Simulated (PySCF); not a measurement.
**What a change does: NMR shielding calculation on C4H8OSi2**

System: C4H8OSi2.
Method of run 1: GIAO PBE0/pcSseg-1 NMR shielding, non-relativistic, gas phase (PySCF 2.14.0).

The geometry comes from this level: GFN2-xTB. Text and figures count atoms from 1; the logs count them from 0 in places.

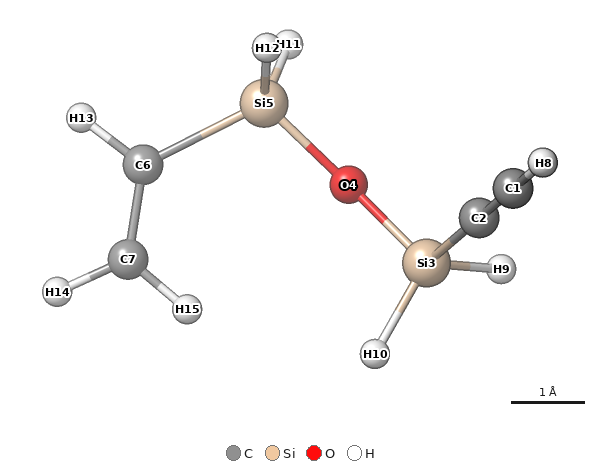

The input geometry (ball-and-stick view, seen at a tilt; atoms are numbered from 1 in the order of the input).

## Input file, run 1
```
{"job": {"kind": "nmr", "xc": "PBE0", "basis": "pcSseg-1"}, "charge": 0, "multiplicity": 1}
C      3.723537     0.192789     0.925519
C      2.626473    -0.277650     1.067495
Si     0.933648    -1.000697     1.280441
O      0.107019    -0.835648    -0.102983
Si    -0.470782    -0.234635    -1.492003
C     -2.053106     0.725270    -1.147070
C     -2.536161     0.996696     0.055365
H      4.684468     0.603908     0.800847
H      1.017627    -2.442695     1.507867
H      0.224079    -0.256109     2.323701
H     -0.732193    -1.411778    -2.322161
H      0.549223     0.647255    -2.064578
H     -2.599795     1.082202    -2.012382
H     -3.447402     1.556071     0.210148
H     -2.031050     0.663013     0.947880
```

The first line tells a small driver script what to run in PySCF; the rest is the geometry in Å.

Command:
```bash
OMP_NUM_THREADS=1 python <driver script> task.json out
```

Hardware: 1 CPU thread, shared host.

## Output (run 1)
```
coarse grid: 13640 points
cycle   1  E = -810.6804124187  dE =  7.197e-01  |g| = 8.350e-01  |ddm| = 3.631e+00
cycle   2  E = -810.5058485407  dE =  1.746e-01  |g| = 1.267e+00  |ddm| = 1.706e+00
cycle   3  E = -810.8094703396  dE = -3.036e-01  |g| = 1.560e-01  |ddm| = 1.171e+00
cycle   4  E = -810.8143827749  dE = -4.912e-03  |g| = 5.054e-02  |ddm| = 1.623e-01
cycle   5  E = -810.8147000112  dE = -3.172e-04  |g| = 3.838e-02  |ddm| = 5.704e-02
cycle   6  E = -810.8150655092  dE = -3.655e-04  |g| = 3.509e-03  |ddm| = 2.554e-02
cycle   7  E = -810.8150682370  dE = -2.728e-06  |g| = 1.363e-03  |ddm| = 4.271e-03
final grid: 122872 points
cycle   8  E = -810.8680780581  dE = -1.818e-05  |g| = 9.488e-03  |ddm| = 2.471e-02
cycle   9  E = -810.8680585484  dE =  1.951e-05  |g| = 1.389e-02  |ddm| = 1.679e-02
cycle  10  E = -810.8680964963  dE = -3.795e-05  |g| = 1.428e-03  |ddm| = 1.008e-02
cycle  11  E = -810.8680969430  dE = -4.468e-07  |g| = 2.311e-04  |ddm| = 1.218e-03
cycle  12  E = -810.8680969497  dE = -6.701e-09  |g| = 1.719e-04  |ddm| = 2.931e-04
cycle  13  E = -810.8680969570  dE = -7.253e-09  |g| = 3.529e-05  |ddm| = 1.298e-04
cycle  14  E = -810.8680969572  dE = -2.394e-10  |g| = 1.537e-05  |ddm| = 3.672e-05
converged SCF energy = -810.8680969572

GIAO shielding tensors (ppm)
atom      isotropic    diamagn.    paramagn.     s11        s22        s33       span
  0 C       84.165     260.794    -176.630      0.868      5.290    246.335    245.467
  1 C       98.105     260.253    -162.149     -0.931      6.581    288.664    289.595
  2 Si     403.635     880.100    -476.466    362.681    390.832    457.392     94.711
  3 O      317.592     400.139     -82.546    251.350    328.436    372.992    121.642
  4 Si     385.073     881.488    -496.414    343.135    372.191    439.894     96.760
  5 C       43.821     263.287    -219.466    -69.761     35.652    165.571    235.332
  6 C       44.803     255.178    -210.375    -82.543     44.255    172.698    255.241
  7 H       29.690      33.166      -3.476     24.837     24.893     39.341     14.505
  8 H       26.455      27.779      -1.323     22.915     24.881     31.570      8.655
  9 H       26.337      29.908      -3.571     22.439     25.585     30.985      8.546
 10 H       26.405      29.383      -2.977     22.664     24.944     31.608      8.944
 11 H       26.265      30.938      -4.673     22.634     25.571     30.591      7.957
 12 H       25.494      29.037      -3.543     23.923     25.577     26.983      3.060
 13 H       25.117      28.234      -3.117     22.437     24.738     28.176      5.740
 14 H       25.388      34.349      -8.961     22.716     24.192     29.255      6.539
```

The input of run 2 differs as follows (lines with − go, lines with + come):
```diff
-"xc": "PBE0"
-"basis": "pcSseg-1"
+"xc": "revPBE"
+"basis": "IGLO-II"
+"pop": false
```

How does run 2 compare with run 1?

The total energies belong to different models, so their difference says nothing on which is more stable or more accurate. The HOMO goes from −7.96 to −6.74 eV. The LUMO goes from −0.44 to −1.29 eV. The dipole moment goes from 0.69 to 0.63 D. Of all shieldings, the largest change is that of O4, by −14.3 ppm. The functional changes from PBE0 to revPBE. The SCF takes 18 iterations against 14. The basis functions go from 173 to 228.

## Output (run 2)
```
coarse grid: 13640 points
cycle   1  E = -811.0442807367  dE =  6.568e-01  |g| = 1.056e+00  |ddm| = 3.256e+00
cycle   2  E = -810.3236655365  dE =  7.206e-01  |g| = 2.131e+00  |ddm| = 2.573e+00
cycle   3  E = -811.2239389752  dE = -9.003e-01  |g| = 3.685e-01  |ddm| = 2.208e+00
cycle   4  E = -811.2483975778  dE = -2.446e-02  |g| = 1.686e-01  |ddm| = 3.528e-01
cycle   5  E = -811.2497086053  dE = -1.311e-03  |g| = 1.580e-01  |ddm| = 1.685e-01
cycle   6  E = -811.2559099501  dE = -6.201e-03  |g| = 1.717e-02  |ddm| = 8.982e-02
cycle   7  E = -811.2559819157  dE = -7.197e-05  |g| = 6.164e-03  |ddm| = 1.858e-02
cycle   8  E = -811.2559886369  dE = -6.721e-06  |g| = 3.292e-03  |ddm| = 5.936e-03
cycle   9  E = -811.2559914309  dE = -2.794e-06  |g| = 8.869e-04  |ddm| = 2.510e-03
final grid: 122872 points
cycle  10  E = -811.2846884011  dE = -1.006e-04  |g| = 1.534e-02  |ddm| = 2.805e-02
cycle  11  E = -811.2845522769  dE =  1.361e-04  |g| = 3.064e-02  |ddm| = 2.797e-02
cycle  12  E = -811.2847276823  dE = -1.754e-04  |g| = 3.767e-03  |ddm| = 2.071e-02
cycle  13  E = -811.2847300659  dE = -2.384e-06  |g| = 1.971e-03  |ddm| = 3.245e-03
cycle  14  E = -811.2847308548  dE = -7.889e-07  |g| = 8.660e-04  |ddm| = 1.415e-03
cycle  15  E = -811.2847310469  dE = -1.921e-07  |g| = 1.531e-04  |ddm| = 5.947e-04
cycle  16  E = -811.2847310522  dE = -5.293e-09  |g| = 7.755e-05  |ddm| = 1.535e-04
cycle  17  E = -811.2847310537  dE = -1.539e-09  |g| = 1.253e-05  |ddm| = 5.424e-05
cycle  18  E = -811.2847310538  dE = -3.956e-11  |g| = 3.277e-06  |ddm| = 1.264e-05
converged SCF energy = -811.2847310538

GIAO shielding tensors (ppm)
atom      isotropic    diamagn.    paramagn.     s11        s22        s33       span
  0 C       89.979     263.810    -173.832      9.616     14.569    245.751    236.135
  1 C       99.824     267.045    -167.222      3.058     11.500    284.913    281.856
  2 Si     400.360     885.949    -485.589    362.158    385.375    453.546     91.388
  3 O      303.292     394.080     -90.788    245.713    310.421    353.742    108.029
  4 Si     381.495     886.428    -504.934    337.875    369.463    437.145     99.270
  5 C       46.240     256.235    -209.995    -60.124     36.419    162.424    222.547
  6 C       48.884     252.100    -203.216    -68.935     44.652    170.934    239.869
  7 H       30.465      32.346      -1.881     25.929     25.966     39.499     13.570
  8 H       26.406      28.428      -2.022     23.086     24.930     31.203      8.117
  9 H       26.259      30.683      -4.424     22.561     25.609     30.606      8.045
 10 H       26.364      30.161      -3.797     22.862     24.963     31.267      8.405
 11 H       26.190      32.001      -5.811     22.798     25.507     30.264      7.465
 12 H       25.916      29.717      -3.801     24.079     26.400     27.269      3.190
 13 H       25.646      29.352      -3.706     22.978     25.657     28.303      5.325
 14 H       25.969      34.494      -8.525     23.324     25.165     29.418      6.094
```

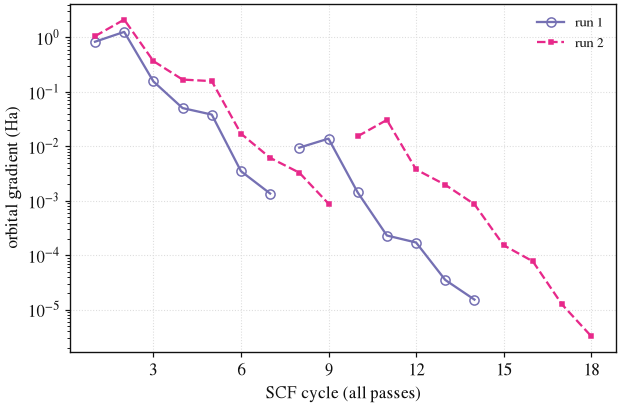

Convergence of the two runs: orbital gradient against the SCF cycle. A break in a curve parts two SCF passes (coarse and final grid). Run 1 takes 14 cycles in all, and run 2 takes 18.

## The two runs side by side

| quantity | run 1 | run 2 |
| --- | --- | --- |
| outcome | converged | converged |
| total energy (hartree) | −810.868097 | −811.284731 |
| HOMO (eV) | −7.96 | −6.74 |
| LUMO (eV) | −0.44 | −1.29 |
| dipole moment (D) | 0.69 | 0.63 |
| shielding of C1 (ppm) | 84.2 | 90.0 |
| shielding of C2 (ppm) | 98.1 | 99.8 |
| shielding of Si3 (ppm) | 403.6 | 400.4 |
| shielding of O4 (ppm) | 317.6 | 303.3 |
| shielding of Si5 (ppm) | 385.1 | 381.5 |
| shielding of C6 (ppm) | 43.8 | 46.2 |
| shielding of C7 (ppm) | 44.8 | 48.9 |
| SCF iterations | 14 | 18 |
| basis functions | 173 | 228 |
| wall time (shared host) | 57 s | 1.8 min |
